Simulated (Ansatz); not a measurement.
## A computed series for GeSe: response to strain

Consider GeSe in the GeS type structure (space group Pnma, No. 62; a = 10.962 Å, b = 3.876 Å, c = 4.431 Å; layered, stacked along the Cartesian x axis). Axes: x, y, z lie along a, b, c of the conventional cell.

Strains are applied to the cell and any free atomic positions relax; under biaxial strain the out-of-plane vector relaxes too.

Calculations: Ansatz (a quantum-chemistry and plane-wave program) PBE-D3(BJ), without spin-orbit coupling, earlier PAW set.

Notes on the quantities. in-plane stress: mean in-plane stress (compression positive).

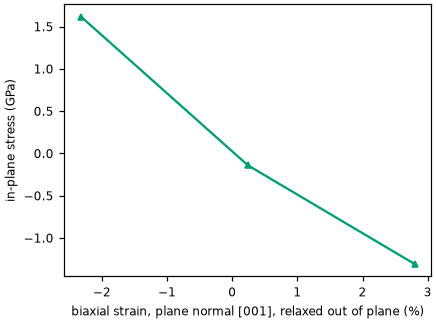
Figure: in-plane stress against biaxial strain, plane normal [001], relaxed out of plane

| biaxial strain, plane normal [001], relaxed out of plane (%) | in-plane stress |
|---|---|
| -2.32 | +1.6 GPa |
| 0.24 | -0.1 GPa |
| 2.8 | -1.3 GPa |

Stability against distortions was not tested. The D3 term's C6 switches between coordination references near this geometry, which can add small steps to energies.
